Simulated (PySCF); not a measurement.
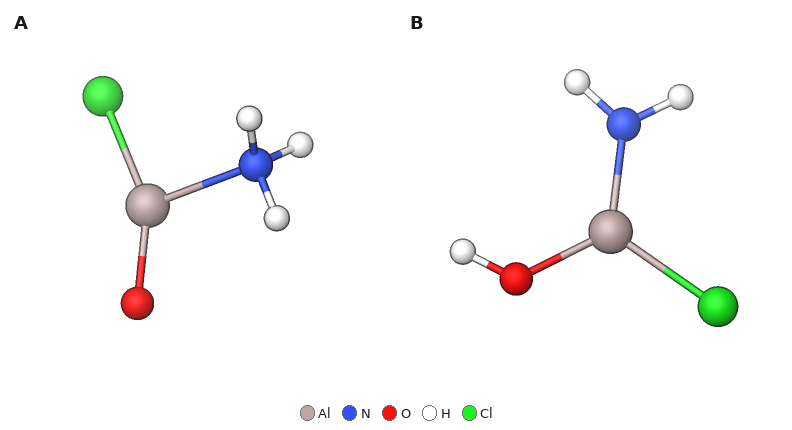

2 stationary structures of one formula. Geometries: PBE0-D4/def2-TZVP. Electronic energies: CCSD(T)/CBS (MP2 limit from def2-TZVPP and def2-QZVPP plus CCSD(T) − MP2) (PySCF 2.14.0), without zero-point energy. No frequency run is at hand to confirm each as a minimum. Each is one conformer, not always the lowest.

> Rank them by energy, lowest first.

B is lowest (Cs); A lies 192.7 kJ/mol above it (Cs).
